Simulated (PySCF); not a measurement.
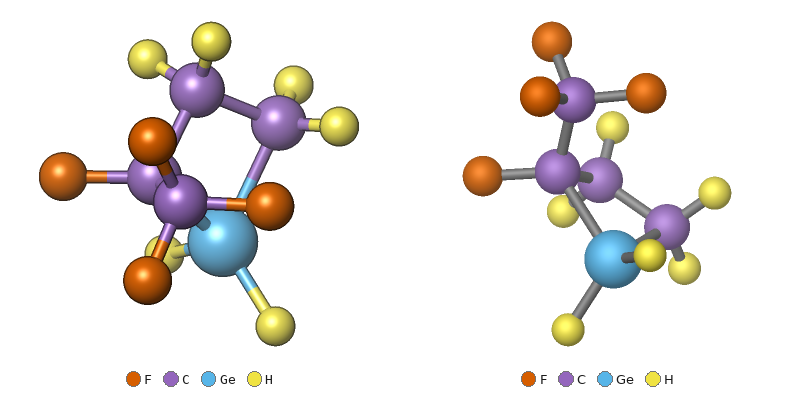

The picture comes from a calculation with PySCF.

The same structure drawn twice, from different directions.

Description:

The molecule is C4H6F4Ge. SMILES: `FC(F)(F)[C@@]1(F)C[CH2][GeH2]1`. Among its groups: C–F bond. This geometry has C1 symmetry. Coordination, clear cases only: 2 C tetrahedral.
